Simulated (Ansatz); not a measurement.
**HfSiSn in the AlB2 type: lattice stability ahead of a resistivity run**

Question: is the lattice of HfSiSn in the AlB2 type stable, and if so, what are its coupling constant and resistivity?

Main program and level: Ansatz 0.2.0; DFT PBE, scalar-relativistic, plane waves, PAW; PAW set soft_1.

The structure was built from a prototype and need not be the compound's stable phase.

## 1. The structure

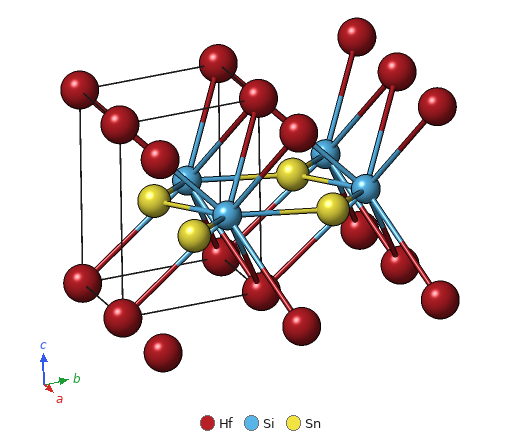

The cell as given, slightly off an axis (hafnium red, silicon blue, tin yellow). 2×2×1 cells are drawn. Bonds to atoms that aren't drawn are left out. Some periodic images of atoms are drawn too.

## 2. Relaxation

The structure is brought to rest under this functional.

input.yaml

```yaml
crystal:
  lattice:
    - [4.24272, 0.0, 0.0]
    - [-2.12136, 3.6743, 0.0]
    - [0.0, 0.0, 4.45486]
  atoms:
    - { symbol: Hf, position: [0.0, 0.0, 0.0] }
    - { symbol: Si, position: [0.33333333, 0.66666667, 0.5] }
    - { symbol: Sn, position: [0.66666667, 0.33333333, 0.5] }
kpoints:
  mp_grid: { grid: [9, 9, 8] }
hamiltonian:
  xc: pbe
  pseudopotentials: { kind: paw, azcp: { folder: soft_1 } }
scf:
  occupations: { method: gaussian, width: 0.1 }
output:
  forces: true
  stress: true
  eigenvalues: true
relax:
  adjacent_minimum: "off"
  f_tol: 0.005
  max_steps: 80
  cell: { stress_tol: 0.05 }
```

The run is started by

```bash
$ ansatz run input.yaml --threads 4 --pin off --max-ram 12288MiB --backend cpu --events-out ev --progress --plain --runs-dir out
```

Numbers of over 12 decimals in the logs are rounded to 6 here.

What it wrote:

```text
Engine: ansatz 0.2.0, aarch64-unknown-linux-gnu
Pseudopotentials: kind: paw
Pseudopotential: Hf, paw, valence charge 26, recommended cutoff 420 eV (normal), soft_1/Hf.paw.azcp
Pseudopotential: Si, paw, valence charge 4, recommended cutoff 420 eV (normal), soft_1/Si.paw.azcp
Pseudopotential: Sn, paw, valence charge 14, recommended cutoff 420 eV (normal), soft_1/Sn.paw.azcp
Functional definition: PBE
  parameter kappa = 0.804
  parameter beta = 0.066725
  exchange = pbe_x(kappa = kappa, mu = beta*pi^2/3)
  correlation = pbe_c(beta = beta)
Crystal: 3 atoms, lattice volume = 69.447 Å³
Basis set: ecut = 420 eV, 1377 PW (Γ), exchange–correlation on 60×60×60 points (8 copies of the dense FFT grid, shifted against one another)
Bands: 27, of which v1, the nominal top of the filled ones, is band 22 counted from 1 (21 counted from 0)
Symmetry: 12 space group operations
Space group: P-6m2 (ITA 187), of the structure as read, at distance tolerance 4.1e-5 Å
k-points: 60 of 648 (time reversal used)
Non-local potential: Hf, projectors of the file, l = 0: 3, l = 1: 2, l = 2: 2, l = 3: 3
Non-local potential: Si, projectors of the file, l = 0: 2, l = 1: 2, l = 2: 1
Non-local potential: Sn, projectors of the file, l = 0: 2, l = 1: 2, l = 2: 2, l = 3: 1
PAW form: soft (Blöchl's): semilocal exchange-correlation on the pseudo side does not see the compensation charge
PAW one-centre angular grid: Hf, 590 points (default); XC on 64 Gauss nodes
PAW one-centre angular grid: Si, 110 points (default); XC on 64 Gauss nodes
PAW one-centre angular grid: Sn, 590 points (default); XC on 64 Gauss nodes
Initial density: superposition of atomic densities (chi_scale 0.1, normalization cell, long waves kept (reshape's long-wave potential 0.00 eV rms))
Initial wavefunctions: pseudopotential atomic-orbital guess
Functional: x = pbe(κ = 0.804, μ = 0.219515), c = pbe(β = 0.066725)
SCF iter   1: F=—  HF=-22380.682604 eV  |F-HF|=—  |Δ(HF+E_count)|=         —  Δρ=3.65e-2  dr2=1.38e0  ethr=3.10e-3  ⟨swp⟩=6.2  Hψ=7146  notcnv=0
preconditioner: auto → Kerker (q_TF=auto, 2.528 Å⁻¹)  [metal: Δε(μ)=0.011 eV  Ē_g=14.097 eV  σ=0.100 eV  W_gap=0.06  n_scr=20 (ndim 8)  ℏωp=26.7 eV  f_vac=0.000  D(μ)=2.40/eV (n_scr^D=20)]
SCF iter   2: F=—  HF=-22380.312943 eV  |F-HF|=—  |Δ(HF+E_count)|=   3.70e-1  Δρ=1.94e-2  dr2=3.56e-1  ethr=3.10e-3  ⟨swp⟩=3.0  Hψ=3401  notcnv=0  defer=21
SCF iter   3: F=—  HF=-22380.215195 eV  |F-HF|=—  |Δ(HF+E_count)|=   9.77e-2  Δρ=7.24e-3  dr2=4.69e-2  ethr=8.09e-4  ⟨swp⟩=2.0  Hψ=2763  notcnv=0  defer=21
SCF iter   4: F=—  HF=-22380.192865 eV  |F-HF|=—  |Δ(HF+E_count)|=   2.23e-2  Δρ=3.74e-3  dr2=1.21e-2  ethr=1.07e-4  ⟨swp⟩=2.0  Hψ=3198  notcnv=0  defer=21
SCF iter   5: F=—  HF=-22380.188505 eV  |F-HF|=—  |Δ(HF+E_count)|=   4.36e-3  Δρ=1.02e-3  dr2=9.20e-4  ethr=2.76e-5  ⟨swp⟩=2.0  Hψ=2407  notcnv=0  defer=21
SCF iter   6: F=—  HF=-22380.188235 eV  |F-HF|=—  |Δ(HF+E_count)|=   2.70e-4  Δρ=2.52e-4  dr2=7.68e-5  ethr=2.09e-6  ⟨swp⟩=2.0  Hψ=2930  notcnv=0  defer=21
SCF iter   7: F=—  HF=-22380.188246 eV  |F-HF|=—  |Δ(HF+E_count)|=   1.03e-5  Δρ=8.05e-5  dr2=8.11e-6  ethr=1.74e-7  ⟨swp⟩=2.0  Hψ=2941  notcnv=0  defer=21
SCF iter   8: F=—  HF=-22380.188219 eV  |F-HF|=—  |Δ(HF+E_count)|=   2.64e-5  Δρ=2.71e-5  dr2=9.08e-7  ethr=1.84e-8  ⟨swp⟩=2.0  Hψ=1834  notcnv=0  defer=21
SCF iter   9: F=-22380.188219 eV  HF=-22380.188219 eV  |F-HF|=2.70e-8  |Δ(HF+E_count)|=   1.45e-7  Δρ=6.98e-6  dr2=4.77e-8  ethr=2.27e-10  ⟨swp⟩=5.9  Hψ=7131  notcnv=0
SCF 1 converged in 9 iterations: F = -22380.188219 eV  dr2 = 4.77e-8
  greatest PAW one-centre occupation: 0.998 electrons in one spin orbital (limit 2), on the Hf atom at site 0 (counted from 0), in its partial waves of l = 3
relax step   1: F+E_penalty+E_count = -22380.18821923 eV  Δ(F+E_penalty+E_count) = +0.000e0 eV  max|allowed force component| = 2.637e-16 eV/Å  Δτ_max = 0.0000 Å  P = -0.473 GPa  Ω = 69.447 Å³  (9 SCF iters, dr2 threshold 1.00e-7 eV, accepted)
Crystal: 3 atoms, lattice volume = 68.320 Å³
Basis set: ecut = 420 eV, 1305 PW (Γ), exchange–correlation on 60×60×60 points (8 copies of the dense FFT grid, shifted against one another)
Initial density: handed on by an earlier stage of this run
Initial wavefunctions: those handed on with the density
iter 1 solved again at ethr=1.61e-5 eV; its pass at ethr=3.10e-3 eV (dr2=7.10e-3 eV) is discarded
SCF iter   1: F=—  HF=-22380.598168 eV  |F-HF|=—  |Δ(HF+E_count)|=         —  Δρ=3.12e-3  dr2=7.53e-3  ethr=1.61e-5  ⟨swp⟩=2.0  Hψ=10711  notcnv=0
preconditioner: auto → Kerker (q_TF=auto, 2.535 Å⁻¹)  [metal: Δε(μ)=0.038 eV  Ē_g=14.444 eV  σ=0.100 eV  W_gap=0.21  n_scr=20 (ndim 8)  ℏωp=27.0 eV  f_vac=0.000  D(μ)=1.59/eV (n_scr^D=8)]
SCF iter   2: F=—  HF=-22380.597158 eV  |F-HF|=—  |Δ(HF+E_count)|=   1.01e-3  Δρ=1.98e-3  dr2=3.35e-3  ethr=1.61e-5  ⟨swp⟩=1.1  Hψ=1623  notcnv=0
SCF iter   3: F=—  HF=-22380.596553 eV  |F-HF|=—  |Δ(HF+E_count)|=   6.05e-4  Δρ=3.42e-4  dr2=1.73e-4  ethr=7.62e-6  ⟨swp⟩=2.0  Hψ=1989  notcnv=0
SCF iter   4: F=—  HF=-22380.596537 eV  |F-HF|=—  |Δ(HF+E_count)|=   1.63e-5  Δρ=1.71e-4  dr2=2.36e-5  ethr=3.94e-7  ⟨swp⟩=2.0  Hψ=2902  notcnv=0
SCF iter   5: F=—  HF=-22380.596508 eV  |F-HF|=—  |Δ(HF+E_count)|=   2.89e-5  Δρ=1.15e-4  dr2=1.65e-5  ethr=5.37e-8  ⟨swp⟩=3.0  Hψ=3686  notcnv=0
SCF iter   6: F=—  HF=-22380.596505 eV  |F-HF|=—  |Δ(HF+E_count)|=   3.04e-6  Δρ=4.88e-5  dr2=1.84e-6  ethr=3.74e-8  ⟨swp⟩=2.0  Hψ=2590  notcnv=0
SCF iter   7: F=-22380.596504 eV  HF=-22380.596504 eV  |F-HF|=1.64e-8  |Δ(HF+E_count)|=   4.88e-7  Δρ=1.16e-5  dr2=8.12e-8  ethr=6.82e-10  ⟨swp⟩=6.4  Hψ=10163  notcnv=0
SCF 2 converged in 7 iterations: F = -22380.596504 eV  dr2 = 8.12e-8
relax step   2: F+E_penalty+E_count = -22380.59650418 eV  Δ(F+E_penalty+E_count) = -4.083e-1 eV  max|allowed force component| = 1.203e-16 eV/Å  Δτ_max = 0.0000 Å  P = -1.467 GPa  Ω = 68.320 Å³  energy of the carried Pulay correction = +1.269e-4 eV  (7 SCF iters, dr2 threshold 3.00e-7 eV, accepted)
Crystal: 3 atoms, lattice volume = 66.314 Å³
Basis set: ecut = 420 eV, 1291 PW (Γ), exchange–correlation on 60×60×60 points (8 copies of the dense FFT grid, shifted against one another)
iter 1 solved again at ethr=2.78e-5 eV; its pass at ethr=3.10e-3 eV (dr2=1.22e-2 eV) is discarded
SCF iter   1: F=—  HF=-22380.932731 eV  |F-HF|=—  |Δ(HF+E_count)|=         —  Δρ=3.17e-3  dr2=1.22e-2  ethr=2.78e-5  ⟨swp⟩=2.1  Hψ=11573  notcnv=0
preconditioner: auto → Kerker (q_TF=auto, 2.548 Å⁻¹)  [metal: Δε(μ)=0.026 eV  Ē_g=14.475 eV  σ=0.100 eV  W_gap=0.15  n_scr=20 (ndim 8)  ℏωp=27.4 eV  f_vac=0.000  D(μ)=1.56/eV (n_scr^D=8)]
[...]
[... from here on, the SCF cycles and remarks between the steps are left out ...]
relax step   4: F+E_penalty+E_count = -22381.22076563 eV  Δ(F+E_penalty+E_count) = -2.914e-1 eV  max|allowed force component| = 3.855e-16 eV/Å  Δτ_max = 0.0000 Å  P = -1.545 GPa  Ω = 65.123 Å³  energy of the carried Pulay correction = +4.792e-4 eV  (7 SCF iters, dr2 threshold 3.00e-7 eV, accepted)
relax step   5: F+E_penalty+E_count = -22381.38856879 eV  Δ(F+E_penalty+E_count) = -1.678e-1 eV  max|allowed force component| = 2.745e-16 eV/Å  Δτ_max = 0.0000 Å  P = +0.718 GPa  Ω = 62.416 Å³  energy of the carried Pulay correction = +7.744e-4 eV  (8 SCF iters, dr2 threshold 3.00e-7 eV, accepted)
relax step   6: F+E_penalty+E_count = -22381.49654486 eV  Δ(F+E_penalty+E_count) = -1.080e-1 eV  max|allowed force component| = 1.542e-16 eV/Å  Δτ_max = 0.0000 Å  P = +1.209 GPa  Ω = 61.471 Å³  energy of the carried Pulay correction = +8.938e-4 eV  (8 SCF iters, dr2 threshold 3.00e-7 eV, accepted)
relax step   7: F+E_penalty+E_count = -22381.74433867 eV  Δ(F+E_penalty+E_count) = -2.478e-1 eV  max|allowed force component| = 1.758e-16 eV/Å  Δτ_max = 0.0000 Å  P = +1.256 GPa  Ω = 60.359 Å³  energy of the carried Pulay correction = +1.033e-3 eV  (8 SCF iters, dr2 threshold 3.00e-7 eV, accepted)
relax step   8: F+E_penalty+E_count = -22381.99540266 eV  Δ(F+E_penalty+E_count) = -2.511e-1 eV  max|allowed force component| = 1.527e-16 eV/Å  Δτ_max = 0.0000 Å  P = +1.905 GPa  Ω = 58.778 Å³  energy of the carried Pulay correction = +1.226e-3 eV  (7 SCF iters, dr2 threshold 3.00e-7 eV, accepted)
relax step   9: F+E_penalty+E_count = -22381.88675057 eV  Δ(F+E_penalty+E_count) = +1.087e-1 eV  max|allowed force component| = 7.710e-17 eV/Å  Δτ_max = 0.0000 Å  P = +3.045 GPa  Ω = 58.662 Å³  energy of the carried Pulay correction = +1.259e-3 eV  (8 SCF iters, dr2 threshold 3.00e-7 eV, rejected (line search))
relax step  10: F+E_penalty+E_count = -22382.02342983 eV  Δ(F+E_penalty+E_count) = -2.803e-2 eV  max|allowed force component| = 2.652e-16 eV/Å  Δτ_max = 0.0000 Å  P = -1.123 GPa  Ω = 60.604 Å³  energy of the carried Pulay correction = +1.031e-3 eV  (11 SCF iters, accepted)
relax step  11: F+E_penalty+E_count = -22382.02805473 eV  Δ(F+E_penalty+E_count) = -4.625e-3 eV  max|allowed force component| = 3.855e-17 eV/Å  Δτ_max = 0.0000 Å  P = -0.130 GPa  Ω = 59.936 Å³  energy of the carried Pulay correction = +1.105e-3 eV  (8 SCF iters, dr2 threshold 3.00e-7 eV, accepted)
relax step  12: F+E_penalty+E_count = -22382.02816954 eV  Δ(F+E_penalty+E_count) = -1.148e-4 eV  max|allowed force component| = 1.511e-16 eV/Å  Δτ_max = 0.0000 Å  P = -0.000 GPa  Ω = 59.854 Å³  energy of the carried Pulay correction = +1.114e-3 eV  (6 SCF iters, dr2 threshold 3.00e-7 eV, accepted)
relax step  13: F+E_penalty+E_count = -22382.03423607 eV  Δ(F+E_penalty+E_count) = -6.067e-3 eV  max|allowed force component| = 1.542e-16 eV/Å  Δτ_max = 0.0000 Å  P = +0.189 GPa  Ω = 59.854 Å³  stress off target by 2.85e-1 GPa  SCF on the basis re-selected at this cell (its energy is not comparable with the rows above)  (8 SCF iters)
relax step  14: F+E_penalty+E_count = -22382.03434745 eV  Δ(F+E_penalty+E_count) = -1.114e-4 eV  max|allowed force component| = 1.496e-16 eV/Å  Δτ_max = 0.0000 Å  P = +0.011 GPa  Ω = 59.974 Å³  energy of the carried Pulay correction = -1.433e-5 eV  (5 SCF iters, dr2 threshold 2.03e-7 eV, accepted)
iter 1 solved again at ethr=5.75e-8 eV; its pass at ethr=3.10e-3 eV (dr2=2.53e-5 eV) is discarded
SCF iter   1: F=—  HF=-22382.034354 eV  |F-HF|=—  |Δ(HF+E_count)|=         —  Δρ=3.77e-5  dr2=2.82e-8  ethr=5.75e-8  ⟨swp⟩=4.0  Hψ=12009  notcnv=0
preconditioner: auto → Kerker (q_TF=auto, 2.591 Å⁻¹)  [metal: Δε(μ)=0.064 eV  Ē_g=14.656 eV  σ=0.100 eV  W_gap=0.32  n_scr=14 (ndim 8)  ℏωp=28.8 eV  f_vac=0.000  D(μ)=1.82/eV (n_scr^D=8)]
SCF iter   2: F=—  HF=-22382.034364 eV  |F-HF|=—  |Δ(HF+E_count)|=   1.00e-5  Δρ=1.92e-5  dr2=1.16e-8  ethr=6.41e-11  ⟨swp⟩=2.7  Hψ=3089  notcnv=0
SCF iter   3: F=—  HF=-22382.034365 eV  |F-HF|=—  |Δ(HF+E_count)|=   6.85e-7  Δρ=3.64e-6  dr2=1.08e-9  ethr=2.64e-11  ⟨swp⟩=2.0  Hψ=2943  notcnv=0
SCF iter   4: F=—  HF=-22382.034365 eV  |F-HF|=—  |Δ(HF+E_count)|=   2.36e-8  Δρ=5.06e-7  dr2=2.42e-10  ethr=2.45e-12  ⟨swp⟩=2.4  Hψ=2247  notcnv=0
SCF iter   5: F=—  HF=-22382.034365 eV  |F-HF|=—  |Δ(HF+E_count)|=  7.28e-12  Δρ=2.91e-7  dr2=7.47e-11  ethr=1.00e-12  ⟨swp⟩=2.0  Hψ=2590  notcnv=0
SCF iter   6: F=-22382.034365 eV  HF=-22382.034365 eV  |F-HF|=7.28e-12  |Δ(HF+E_count)|=  7.28e-12  Δρ=8.04e-8  dr2=5.58e-12  ethr=1.00e-12  ⟨swp⟩=6.3  Hψ=7746  notcnv=0
SCF 15 converged in 6 iterations: F = -22382.034365 eV  dr2 = 5.58e-12
relax step  15: F+E_penalty+E_count = -22382.03436496 eV  Δ(F+E_penalty+E_count) = -1.752e-5 eV  max|allowed force component| = 1.511e-16 eV/Å  Δτ_max = 0.0000 Å  P = +0.011 GPa  Ω = 59.974 Å³  stress off target by 1.50e-2 GPa  SCF on the basis re-selected at this cell (its energy is not comparable with the rows above)  (6 SCF iters)
basis re-selected at this cell: Δ(F+E_penalty+E_count) = -1.752e-5 eV, ΔP = +0.000 GPa vs the last step (what re-selecting the basis moved, of the pressure what is left beyond the Pulay correction that the steps carried, after the strain that the cell walked since its last selection, with what the two solves' SCF thresholds leave and, on support functions, any second-order correction that the steps lacked; it is no m [...]
SCF converged after 6 iterations
Free energy (F): -22382.034365 eV
Harris-Foulkes:  -22382.034365 eV  (|F-HF|=7.28e-12)
Internal energy: -22382.025288 eV  (E = F + TS)
E sigma→0 (E₀):  -22382.029827 eV
Entropy (-TS):   -0.009077 eV (-3.026 meV/atom)
Fermi energy:    14.516075 eV
--- Per-component energies (eV) ---
  E_band       = -104.958224
  E_kinetic    = 617.815287
  E_local      = -8607.286962  (includes V_loc(G=0)·N_el)
  E_nonlocal   = 224.737534
  E_hartree    = 4212.238908
  E_xc         = -449.237770
  E_vxc        = -383.600819  (∫ρ·V_xc dr)
  E_paw        = -12576.679652  (= ΣΔE_a)
  E_vpaw       = -381.101442  (= ΣTr[D̂ρ^β])
  E_aug_tail   = 0.000429  (compensation charges beyond the density's cutoff)
  E_ewald      = -5803.613063
  E_smearing   = -0.009077  (= −TS)
  E_closure    = 0.000000  (closes the sum)
  Σ components = -22382.034365   (vs F -22382.034365, Δ=0.00e0)
--- Forces (eV/Å), atoms counted from 1 ---
  atom   1  Hf    -0.00000000     0.00000000     0.00000000
  atom   2  Si     0.00000000     0.00000000     0.00000000
  atom   3  Sn     0.00000000    -0.00000000     0.00000000
  max |Σ_I F_I| component: 9.25e-18 eV/Å
--- Stress (GPa, compression-positive) ---
        0.014999       0.000000       0.000000
       -0.000000       0.014999       0.000000
        0.000000       0.000000       0.002007
  P = ⅓ Tr σ = 0.0107 GPa (0.107 kbar)
--- Band table (eV; the first three rows and the last of 60) ---
  k-point 0: bands = [... 18 lower, 10.1022, 10.1022, 12.4584, 14.0497, 14.0497, 18.6547, 18.8138, 18.8138, ... 1 higher]
  k-point 1: bands = [... 18 lower, 10.3855, 10.3855, 13.0909, 13.8718, 13.8718, 16.8769, 18.6909, 18.6909, ... 1 higher]
  k-point 2: bands = [... 18 lower, 11.2130, 11.2130, 12.9117, 13.3563, 13.3563, 15.9659, 18.1207, 18.1207, ... 1 higher]
  k-point 59: bands = [... 18 lower, 10.4713, 10.7751, 11.9046, 14.1106, 14.8951, 15.2570, 16.8953, 16.9802, ... 1 higher]
--- Relaxed structure (13 steps of the walk, 12 accepted, 2 SCFs on fresh bases) ---
  F+E_penalty+E_count = -22382.03436496 eV   max|allowed force component| = 1.511e-16 eV/Å   (the final SCF, on the basis selected at the relaxed cell)
  cell:  # Å, volume = 59.9743 Å³
    - [4.897558, 0, 0.0]
    - [-2.448779, 4.241410, 0.0]
    - [0.0, 0.0, 2.887192]
  atoms:
    - { symbol: Hf, position: [0, 0, 0.0] }
    - { symbol: Si, position: [0.333333, 0.666667, 0.500000] }
    - { symbol: Sn, position: [0.666667, 0.333333, 0.500000] }
```

Elapsed: 63 s, on 4 threads of Arm Neoverse V1, shared host; peak memory 0.44 GiB.

The steps of the relaxation:

| step | energy less that of the first step (eV) | largest force component (eV/Å) | pressure (GPa) | volume (Å³) |
| --- | --- | --- | --- | --- |
| 1 | 0.0000 | 0.0000 | -0.47 | 69.45 |
| 2 | -0.4083 | 0.0000 | -1.47 | 68.32 |
| 3 | -0.7411 | 0.0000 | -1.09 | 66.31 |
| 4 | -1.0325 | 0.0000 | -1.54 | 65.12 |
| 5 | -1.2003 | 0.0000 | 0.72 | 62.42 |
| 6 | -1.3083 | 0.0000 | 1.21 | 61.47 |
| 7 | -1.5561 | 0.0000 | 1.26 | 60.36 |
| 8 | -1.8072 | 0.0000 | 1.90 | 58.78 |
| 9 | -1.6985 | 0.0000 | 3.04 | 58.66 |
| 10 | -1.8352 | 0.0000 | -1.12 | 60.60 |
| 11 | -1.8398 | 0.0000 | -0.13 | 59.94 |
| 12 | -1.8400 | 0.0000 | 0.00 | 59.85 |
| 13* | -1.8460 | 0.0000 | 0.19 | 59.85 |
| 14 | -1.8461 | 0.0000 | 0.01 | 59.97 |
| 15* | -1.8461 | 0.0000 | 0.01 | 59.97 |

Relaxation steps marked * repeat the geometry before them on a plane-wave basis chosen anew for their cell, so energy and pressure can jump there. Relaxation step 9 was tried and not accepted.

The run keeps the 12 symmetry operations that it works with, so distortions that break them were not tested.

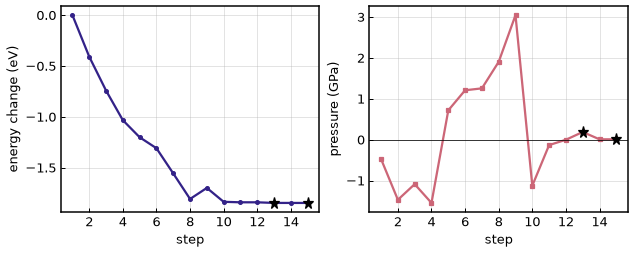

Energy and pressure along the relaxation. Stars mark steps on a basis chosen anew.

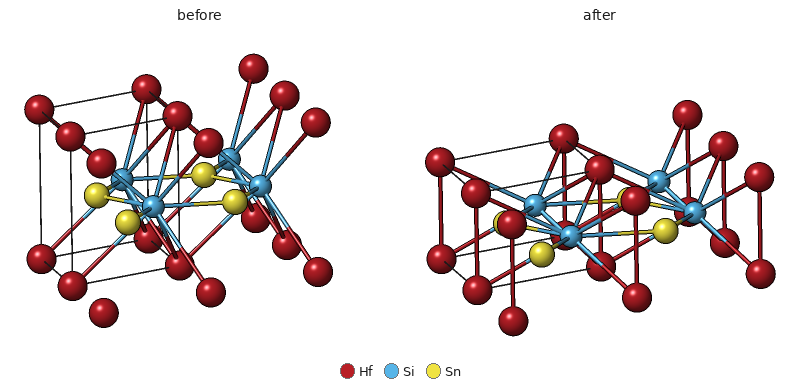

The structure before and after the relaxation, drawn at the same scale. Bonds to atoms that aren't drawn are left out.

| cell as run | before | after | change |
| --- | --- | --- | --- |
| a (Å) | 4.243 | 4.898 | +15.4 % |
| b (Å) | 4.243 | 4.898 | +15.4 % |
| c (Å) | 4.455 | 2.887 | -35.2 % |
| volume (Å³/atom) | 23.15 | 19.99 | -13.6 % |

Final coordinates:

```
Hf Si Sn
1.0
     4.89756    0.00000    0.00000
    -2.44878    4.24141    0.00000
     0.00000    0.00000    2.88719
Hf Si Sn
1 1 1
Cartesian
  0.0000 0.0000 0.0000
  0.0000 2.8276 1.4436
  2.4488 1.4138 1.4436
```

This step gave:

```
pressure          : 0.01067 GPa
volume per atom   : 19.99 Å³/atom
metallic on mesh  : yes
gap on the k-mesh : 0 eV
```

The largest force is now zero by symmetry and the largest stress component 0.015 GPa.

## 3. Relaxation

The cell moved far, so the relaxation is started again from the new cell to confirm it.

input.yaml, the sections that differ from step 2:

```yaml
crystal:
  lattice:
    - [4.8975581827, 0.0, 0.0]
    - [-2.4487790913, 4.2414098027, 0.0]
    - [0.0, 0.0, 2.8871915145]
  atoms:
    - { symbol: Hf, position: [0.0, 0.0, 0.0] }
    - { symbol: Si, position: [0.3333333333, 0.6666666667, 0.5] }
    - { symbol: Sn, position: [0.6666666667, 0.3333333333, 0.5] }
kpoints:
  mp_grid: { grid: [9, 9, 10] }
# hamiltonian, scf, output, relax: as in step 2
```

What it wrote:

```text
[the first part of the log is left out]
  E_vxc        = -383.449214  (∫ρ·V_xc dr)
  E_paw        = -12576.556746  (= ΣΔE_a)
  E_vpaw       = -380.904569  (= ΣTr[D̂ρ^β])
  E_aug_tail   = 0.000426  (compensation charges beyond the density's cutoff)
  E_ewald      = -5796.139954
  E_smearing   = -0.006350  (= −TS)
  E_closure    = -0.000000  (closes the sum)
  Σ components = -22382.014822   (vs F -22382.014822, Δ=0.00e0)
[...]
--- Stress (GPa, compression-positive) ---
       -0.006366      -0.000000      -0.000000
       -0.000000      -0.006366       0.000000
       -0.000000       0.000000       0.003184
  P = ⅓ Tr σ = -0.0032 GPa (-0.032 kbar)
--- Band table (eV; the first three rows and the last of 72) ---
[...]
--- Relaxed structure (4 steps of the walk, 3 accepted, 1 SCFs on fresh bases) ---
[...]
cell:  # Å, volume = 60.2780 Å³
    - [4.900623, -2.888557586561287e-11, 0.0]
    - [-2.450311, 4.244064, 0.0]
    - [0.0, 0.0, 2.898184]
  atoms:
    - { symbol: Hf, position: [0, 0, 0.0] }
    - { symbol: Si, position: [0.333333, 0.666667, 0.500000] }
    - { symbol: Sn, position: [0.666667, 0.333333, 0.500000] }
```

It took 17 s on 4 threads; peak memory 0.41 GiB.

Relaxation path:

| step | energy less that of the first step (eV) | largest force component (eV/Å) | pressure (GPa) | volume (Å³) |
| --- | --- | --- | --- | --- |
| 1 | 0.0000 | 0.0000 | 0.51 | 59.97 |
| 2 | 0.0001 | 0.0000 | -0.58 | 60.64 |
| 3 | -0.0007 | 0.0000 | 0.02 | 60.26 |
| 4 | -0.0007 | 0.0000 | 0.00 | 60.28 |
| 5 | -0.0007 | 0.0000 | 0.00 | 60.28 |

The log counts 1 steps on a newly chosen plane-wave basis, not all of them marked here; energy and pressure can jump at such steps. Relaxation step 2 was tried and not accepted.

| conventional cell, symmetrised | before | after | change |
| --- | --- | --- | --- |
| a (Å) | 4.898 | 4.901 | +0.1 % |
| b (Å) | 4.898 | 4.901 | +0.1 % |
| c (Å) | 2.887 | 2.898 | +0.4 % |
| volume (Å³/atom) | 19.99 | 20.09 | +0.5 % |

The relaxed structure:

```xyz
3
Lattice="4.9006 0.0000 0.0000 -2.4503 4.2441 0.0000 0.0000 0.0000 2.8982" Properties=species:S:1:pos:R:3 pbc="T T T"
Hf    0.0000    0.0000    0.0000
Si    0.0000    2.8294    1.4491
Sn    2.4503    1.4147    1.4491
```

Numbers from this step:

```yaml
pressure: -0.003183 GPa
volume_per_atom: 20.09 Å³/atom
```

The largest force is now zero by symmetry and the largest stress component 0.0064 GPa.

(Part 1 of 3 ends here.)

[Logs are printed without paths, hosts, clocks, repeated set-up lines and the standing remarks that a program may print on its own settings, such as how far it seeks lower states.]

[Hosts, paths, dates, database ids (printed as entryN), source tags and the programs' standing remarks are cut or masked in the printed files.]
